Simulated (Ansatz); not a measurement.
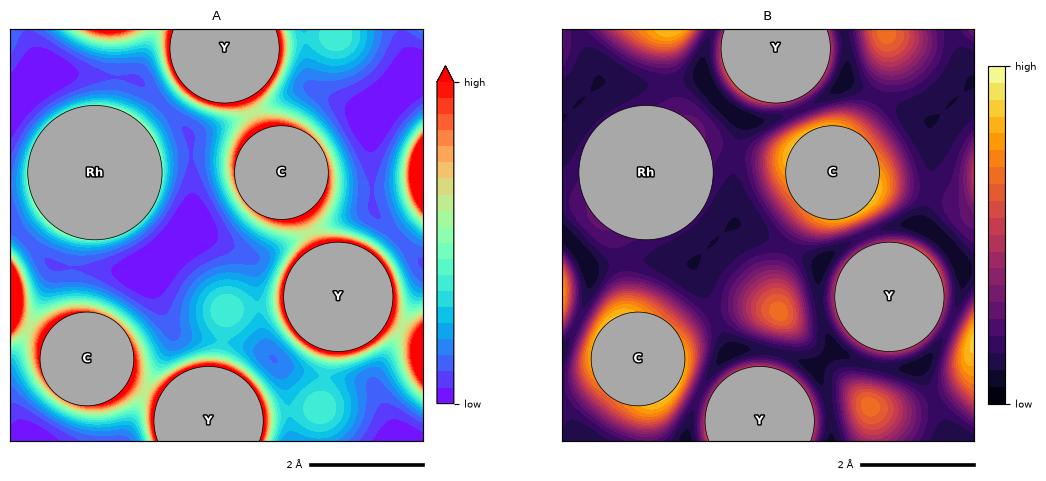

Y2RhC3: 2 fields on the (111) plane of the conventional cell, with unlabelled colour scales. Grey discs cover the atomic cores.

Space group P6/mmm; started from the ZrCo3B2_191 prototype, which need not be the ambient phase; computed without spin polarisation.

All numbers below come from Ansatz 0.2.0, DFT PBE, scalar-relativistic, plane waves, PAW.

```
Y Rh C
1.0
     5.56084    0.00000    0.00000
    -2.78042    4.81583    0.00000
     0.00000    0.00000    3.68156
Y Rh C
2 1 3
Cartesian
  0.0000 3.2106 0.0000
  2.7805 1.6053 0.0000
  0.0000 0.0000 0.0000
  2.7804 0.0000 1.8408
  1.3902 2.4079 1.8408
  -1.3902 2.4079 1.8408
```

Q: Match the panels to the quantities (electron localisation function and valence pseudo-density).

A: Panel A: valence pseudo-density. Panel B: electron localisation function. From the grid: Y–C (2.44 Å): ρ at the midpoint is about 0.35 e/Å³; the ELF peaks at about 0.90 in the valence shell of C, 0.7 Å from its nucleus, and drops to about 0.15 between the two atoms (no shared electron pair shows on this line). Y–Rh (3.21 Å): the density is about 0.13 e/Å³ at the midpoint; the ELF is about 0.15 at the midpoint: no localised pair shows between them.
